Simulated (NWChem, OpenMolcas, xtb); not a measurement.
## InH3O (InH2(OH)): the HOMO–LUMO gap, rung by rung

InH3O has 5 atoms, charge 0, and is taken as a singlet. As SMILES, `[H][In]([H])[OH]`. The shape comes from GFN2-xTB, which is rough for such elements, and wasn't checked as a minimum.

Quantity: the HOMO–LUMO gap, in eV. The values are calculated.

```tsv
level	kind	program	value (eV)	CPU time
GFN2-xTB	semi-empirical	xtb	4.56	under 2 s
GFN0-xTB	semi-empirical	xtb	4.41	under 2 s
GFN1-xTB	semi-empirical	xtb	6.96	under 2 s
HF/def2-SVP (core potential)	Hartree–Fock	OpenMolcas	12.30	3.2 s
BLYP/def2-SVP (core potential)	GGA	OpenMolcas	4.49	12 s
PBE/def2-SVP (core potential)	GGA	NWChem	4.58	9.9 s
PBE0/def2-SVP (core potential)	global hybrid	NWChem	6.68	7.8 s
```

The values span 4.41 to 12.30 eV. Orbital gaps aren't excitation energies; they tend to grow with the share of exact exchange. Times are those of the runs behind each value, whatever else they computed, on shared processors of several kinds: orders of magnitude only.

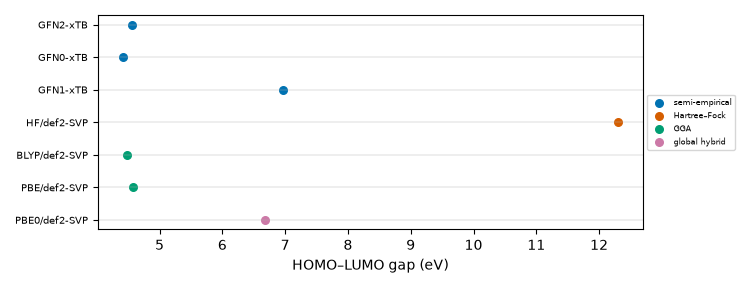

The values of the table, level by level.
